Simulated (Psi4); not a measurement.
# Si2H4OF2 (SMILES O[SiH](F)[SiH2]F) at PBE0/6-311+G(d,p) (density fitting with cc-pvqz-jkfit, sweep point 5)

What is the vertical ionisation energy of Si2H4OF2 at PBE0/6-311+G** (density fitting with cc-pvqz-jkfit, sweep point 5)? 

Program for the calculation: Psi4 1.11.

3 further runs of the same task are left out: 1 that didn't finish, 2 set aside as unsound or not needed. Runs told in other sessions of the task aren't counted.

**1. The system as given**

Si2H4OF2: 9 atoms, total charge 0, spin state singlet. SMILES: `O[SiH](F)[SiH2]F`. Geometry: relaxed at PBE0-D4/def2-TZVP. This is one conformer, not always the lowest.

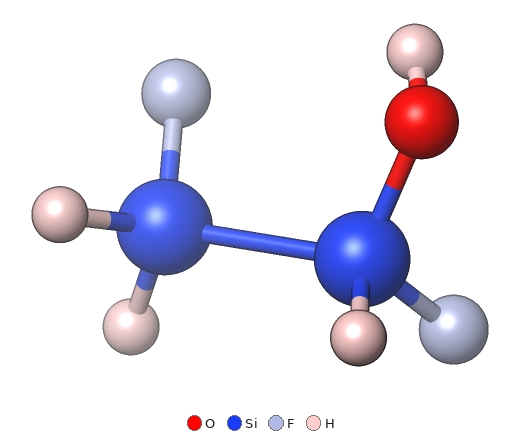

Viewed from a chosen angle; oxygen red, silicon blue, fluorine light blue, hydrogen pink.

**2. A single-point energy at PBE0/6-311+G(d,p) (density fitting with cc-pvqz-jkfit, sweep point 5)**

Input file input.inp:

```
memory 1600 MB

molecule m {
  0 1
  O      0.844300     1.766700    -0.485000
  Si     0.969400     0.137800    -0.453100
  F      0.986700    -0.459700    -1.938500
  Si    -0.894000    -0.772400     0.668300
  F     -2.133900     0.202600     0.333800
  H     -0.014200     2.154900    -0.665100
  H      2.284600    -0.163900     0.153800
  H     -1.253000    -2.143900     0.226600
  H     -0.701500    -0.768300     2.142300
  symmetry c1
}

set puream true
set scf_type df
set dft_radial_points 99
set dft_spherical_points 590
set df_basis_scf cc-pvqz-jkfit

e_tot, wfn = energy("pbe0/6-311+G**", return_wfn=True)
print_variables()
```

The run is started by

```bash
psi4 input.inp input.out -n 1
```

input.out:

```text
[...]
  Running in c1 symmetry.
[...]
  Nuclear repulsion =  307.691362764727273
[...]
  Multiplicity = 1
[...]
  Nalpha       = 29
  Nbeta        = 29
[...]
    Number of basis functions: 150
[...]
   @DF-RKS iter   1:  -855.79139646987733   -4.66700e-01   5.98389e-03 ADIIS/DIIS
[...]
   @DF-RKS iter   9:  -856.03687604035508   -1.59019e-08   4.09732e-07 DIIS
[...]
    Orbital Energies [Eh]
    ---------------------
    Doubly Occupied:
       1A    -66.304814     2A    -66.288732     3A    -24.769113
       4A    -24.766624     5A    -19.231595     6A     -5.387845
       7A     -5.374422     8A     -3.724190     9A     -3.722064
      10A     -3.720153    11A     -3.711214    12A     -3.707001
      13A     -3.706969    14A     -1.232358    15A     -1.231625
      16A     -1.063774    17A     -0.621669    18A     -0.587158
      19A     -0.537658    20A     -0.487452    21A     -0.484396
      22A     -0.477907    23A     -0.474847    24A     -0.459901
      25A     -0.427538    26A     -0.405023    27A     -0.378755
      28A     -0.367783    29A     -0.309798
[...]
  @DF-RKS Final Energy:  -856.03687604035508
   => Energetics <=
    Nuclear Repulsion Energy =            307.6913627647272733
    One-Electron Energy =               -1800.5846695719917534
    Two-Electron Energy =                 691.7190833949973694
    DFT Exchange-Correlation Energy =     -54.8626526280879361
    Empirical Dispersion Energy =           0.0000000000000000
    VV10 Nonlocal Energy =                  0.0000000000000000
    Total Energy =                       -856.0368760403550823
[...]
 Multipole Moments:
 ------------------------------------------------------------------------------------
     Multipole            Electronic (a.u.)      Nuclear  (a.u.)        Total (a.u.)
 ------------------------------------------------------------------------------------
 L = 1.  Multiply by 2.5417464519 to convert [e a0] to [Debye]
 Dipole X            :         -1.5376751            1.4823891           -0.0552860
 Dipole Y            :          0.4865404           -0.7050850           -0.2185445
 Dipole Z            :         -3.2514894            3.7666490            0.5151595
 Magnitude           :                                                    0.5623234
[...]
```

It took 20 s on 1 thread of AMD EPYC 9B14 (Zen 4), shared host; peak memory 1.1 GiB.

**3. The doublet cation, same level**

Input file input.in:

```
memory 1600 MB

molecule m {
  1 2
  O      0.844300     1.766700    -0.485000
  Si     0.969400     0.137800    -0.453100
  F      0.986700    -0.459700    -1.938500
  Si    -0.894000    -0.772400     0.668300
  F     -2.133900     0.202600     0.333800
  H     -0.014200     2.154900    -0.665100
  H      2.284600    -0.163900     0.153800
  H     -1.253000    -2.143900     0.226600
  H     -0.701500    -0.768300     2.142300
  symmetry c1
}

set basis 6-311+G**
set reference uks
set puream true
set scf_type df
set dft_radial_points 99
set dft_spherical_points 590
set df_basis_scf cc-pvqz-jkfit
set maxiter 100

energy("pbe0")
```

The run is started by

```bash
psi4 -i input.in -o input.out -n 1
```

input.out:

```text
[...]
  Running in c1 symmetry.
[...]
  Nuclear repulsion =  307.691362764727273
[...]
  Multiplicity = 2
[...]
  Nalpha       = 29
  Nbeta        = 28
[...]
    Number of basis functions: 150
[...]
   @DF-UKS iter   1:  -855.43057979470825   -1.05884e-01   5.62043e-03 ADIIS/DIIS
[...]
   @DF-UKS iter  11:  -855.64859889929050   -1.15819e-07   5.47347e-07 DIIS
[...]
   @S^2 Observed:                7.549151185E-01
[...]
    Orbital Energies [Eh]
    ---------------------
    Alpha Occupied:
       1A    -66.557644     2A    -66.541540     3A    -24.990515
       4A    -24.987875     5A    -19.469182     6A     -5.639994
       7A     -5.626100     8A     -3.977229     9A     -3.974491
      10A     -3.971744    11A     -3.964247    12A     -3.960520
      13A     -3.956169    14A     -1.448790    15A     -1.447896
      16A     -1.293830    17A     -0.860932    18A     -0.813335
      19A     -0.756367    20A     -0.712300    21A     -0.704774
      22A     -0.694646    23A     -0.687869    24A     -0.675888
      25A     -0.657193    26A     -0.633641    27A     -0.601937
      28A     -0.588190    29A     -0.569569
    Alpha Virtual:
[...]
  @DF-UKS Final Energy:  -855.64859889929050
   => Energetics <=
    Nuclear Repulsion Energy =            307.6913627647272733
    One-Electron Energy =               -1787.1718402303060884
    Two-Electron Energy =                 678.4162605264390322
    DFT Exchange-Correlation Energy =     -54.5843819601507292
    Empirical Dispersion Energy =           0.0000000000000000
    VV10 Nonlocal Energy =                  0.0000000000000000
    Total Energy =                       -855.6485988992905050
  UHF NO Occupations:
  HONO-2 :   27  A 1.9993294
  HONO-1 :   28  A 1.9989779
[...]
 Multipole Moments:
 ------------------------------------------------------------------------------------
     Multipole            Electronic (a.u.)      Nuclear  (a.u.)        Total (a.u.)
 ------------------------------------------------------------------------------------
 L = 1.  Multiply by 2.5417464519 to convert [e a0] to [Debye]
 Dipole X            :         -1.2284476            1.4823891            0.2539415
 Dipole Y            :          0.0868153           -0.7050850           -0.6182696
 Dipole Z            :         -2.5717662            3.7666490            1.1948828
 Magnitude           :                                                    1.3691196
[...]
```

Wall time 35 s (1 thread of AMD EPYC 9B14 (Zen 4), shared host); peak memory 1.1 GiB.

**4. Outcome**

Level: PBE0/6-311+G** (density fitting with cc-pvqz-jkfit, sweep point 5).

```
                                          quantity          value
                    singlet Si2H4OF2: total energy  -856.03688 Eh
                   singlet Si2H4OF2: dipole moment         1.43 D
                     singlet Si2H4OF2: HOMO energy       -8.43 eV
                     singlet Si2H4OF2: LUMO energy       -1.35 eV
                   singlet Si2H4OF2: HOMO–LUMO gap        7.08 eV
                      doublet cation: total energy  -855.64860 Eh
doublet cation: HOMO energy (highest over α and β)      -15.50 eV
 doublet cation: LUMO energy (lowest over α and β)      -12.68 eV
                              doublet cation: ⟨S²⟩          0.755
vertical ionisation energy (to the doublet cation)      10.566 eV
```

**Reading.** The vertical ionisation energy comes to 10.57 eV (244 kcal/mol). −ε(HOMO) before ionisation, 8.43 eV, is 2.14 eV below this ionisation energy.
